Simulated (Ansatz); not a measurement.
**Fields on a plane of CaHBr (space group P4/nmm)**

```
CaHBr
1.0
    3.83303     0.00000     0.00000
    0.00000     3.83303     0.00000
    0.00000     0.00000     8.23965
Ca H Br
2 2 2
Direct
  0.00000   0.50000   0.15719
  0.50000   0.00000   0.84281
  0.50000   0.50000   0.00000
  0.00000   0.00000   0.00000
  0.00000   0.50000   0.68010
  0.50000   0.00000   0.31990
```

The slice is a (0 -1 1) plane (indices of the conventional cell) through the point (0.500, 0.500, 0.000) (fractional), spanned by u = [100] and v = [011] in vectors of this cell: u (3.83 Å) and v (9.09 Å, at 90° to u). It covers one period; positions are fractions (u, v).

Atoms on it: H at (0.00, 0.00). Other atoms lie within 1 Å of the plane.

These are r2SCAN (plane waves to 500 eV, PAW, scalar-relativistic; Ansatz, a first-principles code) values and carry that method's errors. k mesh 9×9×4. These are valence fields of a PAW run, semicore shells included where kept as valence: close to a nucleus they are smooth pseudo fields. CaHBr was relaxed with its symmetry unable to fall.

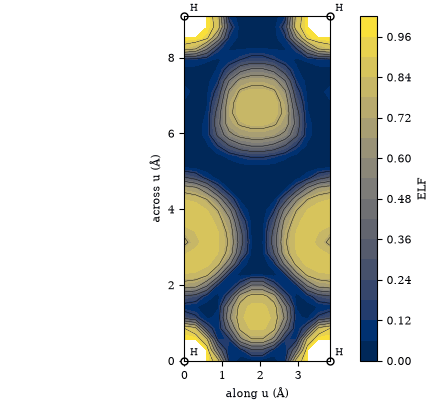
Fig. 1. Electron localisation function (ELF), one period of the plane, atoms marked. Points within 0.5 Å of a nucleus are left white, as the pseudised field means little there.

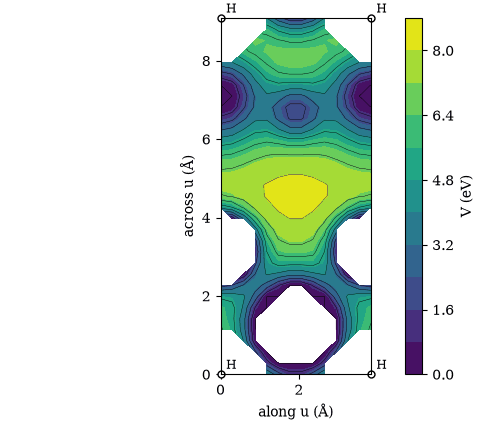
Figure. Electrostatic potential energy of an electron, from the cell's mean, in eV, one period of the plane, atoms marked. Points within 1 Å of a nucleus are left white, as the pseudised field means little there. Values under 0 eV are set to 0. The zero, the cell's mean, hangs on the PAW cores.
